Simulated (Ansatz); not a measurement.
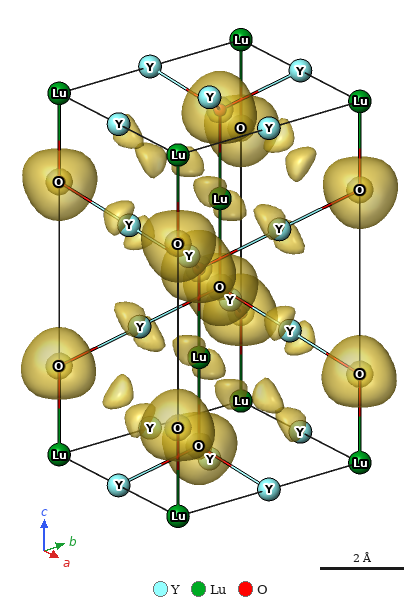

Figure. Y₃LuO₂. Isosurface of the electron localisation function at 0.65 (yellow), seen slightly off an axis. Only the valence region is drawn (cores and ρ < 0.01 e/Å³ removed). Sticks mark near contacts.

Space group R-3m; a structure generated by program, which may or may not match a known phase.

Theory: Ansatz, DFT PBE, scalar-relativistic, plane waves, PAW.

Input file:

```
crystal:
  lattice:
    - [3.6559550016, 2.1107666043, 3.0181476653]
    - [-3.6559550016, 2.1107666043, 3.0181476653]
    - [0.0, -4.2215332086, 3.0181476653]
  atoms:
    - { symbol: "Y", position: [0.5, 0.5, 0.0] }
    - { symbol: "Y", position: [0.0, 0.5, 0.5] }
    - { symbol: "Y", position: [0.5, 0.0, 0.5] }
    - { symbol: Lu, position: [0.0, 0.0, 0.0] }
    - { symbol: O, position: [0.7581992105, 0.7581992105, 0.7581992105] }
    - { symbol: O, position: [0.2418007895, 0.2418007895, 0.2418007895] }
basis:
  ecutwfc: 420
kpoints:
  mp_grid: { grid: [6, 6, 6] }
hamiltonian:
  xc: pbe
scf:
  occupations: { method: gaussian, width: 0.1 }
output:
  forces: true
  stress: true
  eigenvalues: true
  write_density: true
  write_potential: true
  elf: true
  volumetric_format: npy
relax:
  adjacent_minimum: "off"
  f_tol: 0.01
  max_steps: 80
  cell: { stress_tol: 0.05 }
```

Run with:

```sh
ansatz run input.yaml --threads 1 --pin off --max-ram 2560MiB --backend cpu --events-out ev --progress --plain --runs-dir out
```

Below, planes, directions and counts refer to the conventional cell (a = 7.35 Å, b = 7.35 Å, c = 8.99 Å, α = 90.00°, β = 90.00°, γ = 120.00°).

The fields are those of the run's last geometry, not of the input's.

> Identify the bonds, lone pairs and shells in this picture.

The ELF exceeds this value in six regions wrapped around O (the valence shell of each) and 18 pockets between the atoms, centred on no nucleus (multi-centre or interstitial), counted in one cell of 18 atoms. Any copies at cell faces, edges or corners count once. Profiles from the grid: Lu–O (2.20 Å): the ELF peaks at about 0.80 in the valence shell of O, 0.6 Å from its nucleus, and drops to about 0.15 between the two atoms (no localised pair shows between them). Y–O (2.26 Å): the ELF peaks at about 0.80 in the valence shell of O, 0.6 Å from its nucleus, and drops to about 0.15 between the two atoms; no localised pair shows between them.
